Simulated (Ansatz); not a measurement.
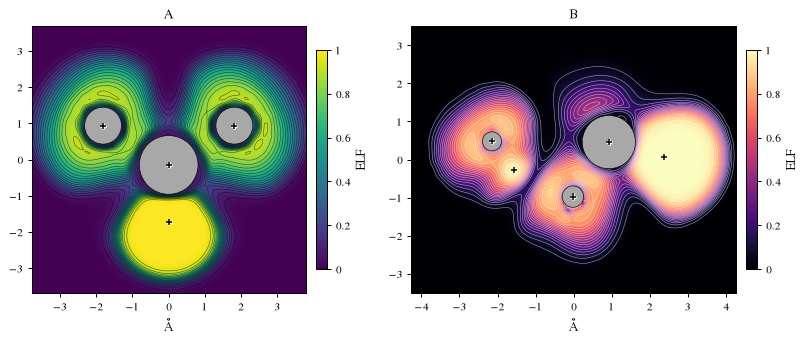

The ELF of 2 systems, each on a plane through atoms (crosses mark nuclei in the plane; grey discs cover the cores).

The calculation used Ansatz 0.2.0, RKS BLYP-D4/def2-SVP.

System 1: H₄OSi···HF, the plane of atoms O2, Si1 and H5. 

```xyz
8

Si   -0.1514    0.1598   -0.0417
O    -0.0097   -0.0369    1.6572
H    -0.8461   -0.0166    2.1599
H     1.2393    0.3188   -0.5463
H    -0.9513    1.4020   -0.3116
H    -0.8451   -1.0034   -0.6791
F     1.3753   -2.1685    1.2523
H     0.9299   -1.4408    1.6862
```

System 2: AlCl₂H, the molecular plane. 

```xyz
4

Al    0.0000    0.0000   -0.0185
H     0.0000    0.0000    1.5541
Cl    1.8125    0.0000   -1.1028
Cl   -1.8125    0.0000   -1.1028
```

Match each panel to its system.

Panel A is system 2, AlCl₂H: the plane holds Al, H and Cl. Al–Cl (2.11 Å): the ELF peaks at about 0.85 in the valence shell of Cl, 0.9 Å from its nucleus, and is about 0.80 at the midpoint. Panel B is system 1, H₄OSi···HF: the plane holds Si, O, H and F. O2···H8 (1.69 Å): the ELF dips to about 0.15 between them (by its geometry a hydrogen bond between the two molecules, with no shared pair).
